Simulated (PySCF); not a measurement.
**SiH3OF (SMILES O[SiH2]F) at 4 levels**

Aim: a comparison of 4 runs (HF/STO-3G, M06-2X/aug-cc-pVDZ, wB97X/aug-cc-pVDZ, SCS-MP2/aug-cc-pVDZ) of SiH3OF. The job is set up through a Python script.

Program for the calculation: PySCF 2.14.0.

1 further run of the same task is left out (set aside as unsound or not needed).

### 1 The structure to begin with

SiH3OF has 6 atoms, charge 0, and is taken as a singlet. As SMILES, `O[SiH2]F`. Geometry: relaxed at PBE0-D4/def2-TZVP. This is one conformer, not always the lowest.

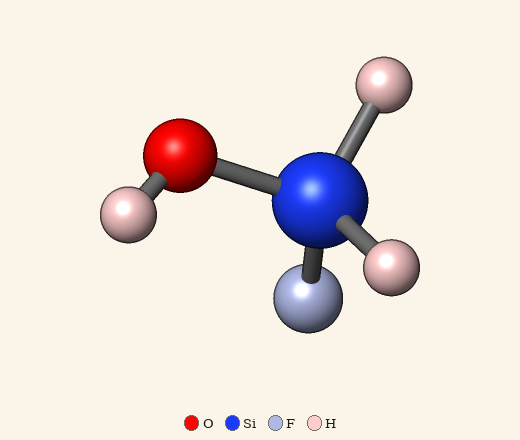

The structure, seen from a chosen angle (oxygen red, silicon blue, fluorine light blue, hydrogen pink).

### 2 The energy at HF/STO-3G (run 1)

run.py reads:

```python
from pyscf import gto

mol = gto.Mole()
mol.atom = '''
O   -0.853500  -0.209200  -0.924100
Si   0.378300  -0.009300   0.123900
F    0.180800  -0.922800   1.417800
H   -1.714200   0.150200  -0.705600
H    1.595600  -0.458500  -0.575800
H    0.455100   1.385600   0.617600
'''
mol.max_memory = 1860
mol.basis = 'sto-3g'
mol.spin = 0
mol.verbose = 3
mol.build()

mf = mol.RHF()
mf.conv_tol = 1e-10
mf.kernel()
if not mf.converged:
    mf = mf.newton().run(mf.mo_coeff, mf.mo_occ)

energy = mf.e_tot
print(f'total energy: {energy:.8f} hartree')
```

The run is started by

```sh
$ OMP_NUM_THREADS=1 python run.py
```

The program printed:

```text
converged SCF energy = -459.246569346987
total energy: -459.24656935 hartree
```

Wall time 0.64 s (1 thread of Arm Neoverse V2, shared host); peak memory 0.12 GiB.

### 3 A single-point energy at M06-2X/aug-cc-pVDZ (run 2)

run.py reads:

```python
from pyscf import gto, dft

mol = gto.M(
    atom=[
    ('O', (-0.853500, -0.209200, -0.924100)),
    ('Si', (0.378300, -0.009300, 0.123900)),
    ('F', (0.180800, -0.922800, 1.417800)),
    ('H', (-1.714200, 0.150200, -0.705600)),
    ('H', (1.595600, -0.458500, -0.575800)),
    ('H', (0.455100, 1.385600, 0.617600)),
],
    verbose=3,
    max_memory=1860,
    basis='aug-cc-pvdz',
    spin=0,
)

calc0 = dft.RKS(mol)
calc0.xc = 'm06-2x'
calc0.conv_tol = 1e-10
calc0.grids.level = 5
calc0.kernel()
if not calc0.converged:
    calc0 = calc0.newton().run(calc0.mo_coeff, calc0.mo_occ)

etot = calc0.e_tot
print(f'total energy: {etot:.8f} hartree')
```

The run is started by

```sh
$ OMP_NUM_THREADS=1 python run.py
```

The program printed:

```text
converged SCF energy = -466.394306429661
total energy: -466.39430643 hartree
```

Wall time 31 s (1 thread of Arm Neoverse V2, shared host); peak memory 0.53 GiB.

Run 3 isn't shown in full; the table further down has it.

### 4 A single-point energy at SCS-MP2/aug-cc-pVDZ (run 4)

input.py reads:

```python
from pyscf import gto, mp

mol = gto.Mole()
mol.atom = [
    ('O', (-0.853500, -0.209200, -0.924100)),
    ('Si', (0.378300, -0.009300, 0.123900)),
    ('F', (0.180800, -0.922800, 1.417800)),
    ('H', (-1.714200, 0.150200, -0.705600)),
    ('H', (1.595600, -0.458500, -0.575800)),
    ('H', (0.455100, 1.385600, 0.617600)),
]
mol.basis = 'aug-cc-pvdz'
mol.verbose = 3
mol.max_memory = 1860
mol.spin = 0
mol.build()

mf = mol.RHF()
mf.conv_tol = 1e-10
mf.kernel()
if not mf.converged:
    mf = mf.newton().run(mf.mo_coeff, mf.mo_occ)

pt = mp.MP2(mf, frozen=7).run()
etot = mf.e_tot + 1.2 * pt.e_corr_os + pt.e_corr_ss / 3
print(f'total energy: {etot:.8f} hartree')
```

The run is started by

```sh
$ OMP_NUM_THREADS=1 python input.py
```

The program printed:

```text
converged SCF energy = -465.107811806026
E(RMP2) = -465.62001417927  E_corr = -0.512202373244579
E(SCS-RMP2) = -465.610460754913  E_corr = -0.502648948887584
total energy: -465.61046075 hartree
```

It took 2.1 s on 1 thread of Arm Neoverse V2, shared host; peak memory 0.25 GiB.

### 5 Overview of the runs

```csv
run,level,integration grid,frozen core orbitals,energy (Eh),dipole moment (D) of the reference,HOMO energy (eV),LUMO energy (eV),wall time
1,HF/STO-3G,–,–,-459.246569,1.29,-9.72,13.05,0.64 s
2,M06-2X/aug-cc-pVDZ,5,–,-466.394306,1.61,-10.70,-0.24,31 s
3,wB97X/aug-cc-pVDZ,5,–,-466.431493,1.62,-11.81,1.09,22 s
4,SCS-MP2/aug-cc-pVDZ,–,7,-465.610461,1.72,-13.02,0.93,2.1 s
```

### 6 Results

```
                                          quantity          value
                               run 4: total energy  -465.61046 Eh
       run 4: dipole moment (Hartree–Fock density)         1.72 D
        run 4: HOMO energy (Hartree–Fock orbitals)      -13.02 eV
        run 4: LUMO energy (Hartree–Fock orbitals)        0.93 eV
      run 4: HOMO–LUMO gap (Hartree–Fock orbitals)       13.95 eV
run 4: correlation energy (7 core orbitals frozen)     -502.6 mEh
```

**Reading.** Over runs 1, 2, 3 the dipole moment (its size) runs from 1.29 D (HF/STO-3G) to 1.62 D (wB97X/aug-cc-pVDZ). The two ends differ in method and basis. Over runs 1, 2, 3 the HOMO–LUMO gap runs from 10.46 eV (M06-2X/aug-cc-pVDZ) to 22.77 eV (HF/STO-3G). Totals of different functionals can't be ranked against each other. In run 1 the basis is minimal, so the values are rough. All runs together took 56 s, the longest 31 s.
